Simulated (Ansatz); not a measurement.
Cost and result by functional for the adsorption energy of OH on the 1x1 (100) surface of fcc Cu, one in a 2x2 cell, started at the site 'bridge Cu-Cu (span 2.6 Å)', in Ansatz (plane waves, PAW). Single points on the PBE structure, on one kind of machine; costs are rough ratios of the slab run's core time (references not counted) to the cheapest single point. r2SCAN's cost holds its higher cutoff (500 against 420 eV). Differences are taken against r2SCAN for comparison alone: no measured value is at hand, so the table doesn't rank accuracy.

Model: 18-atom slab, 5.3 Å thick at the start under the adsorbate (thin: gaps and levels are the slab's own), 6x6x1 mesh, Fermi-Dirac 0.1 eV, dipole correction, 8 atoms held, the rest relaxed; symmetry of the start imposed; spin-polarised, no spin-orbit, no U, no dispersion correction. The starting moment vanished. At the end it is bonded to 2 Cu. In PBE it is, or lies within 0.03 eV of, the lowest of the starts that converged. These notes are the PBE run's. r2SCAN: The program's check for a lower electronic state was not made. Adsorption energies are against H2O(g) − ½ H2(g). A negative adsorption energy means that the adsorbate is more stable on the surface than in its reference.

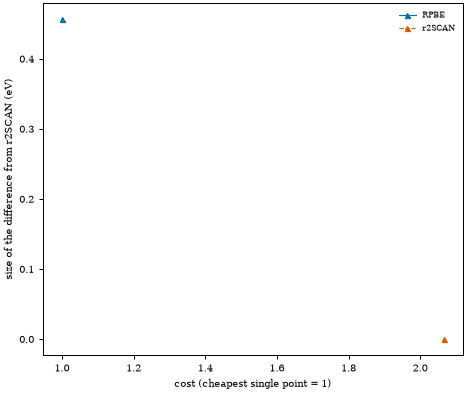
Figure: Difference from r2SCAN against cost

| functional | relative cost | adsorption energy (eV) | less r2SCAN (eV) |
|---|---|---|---|
| RPBE | 1 | 0.19 | 0.46 |
| r2SCAN | 2 | -0.27 | 0.00 |
| PBE (the relaxed run's value) | – | 0.01 | 0.28 |

The values span 0.46 eV, while the single points' costs differ by a factor of roughly 2. Differences are of unrounded values.

Ansatz is a quantum-chemistry and plane-wave program.
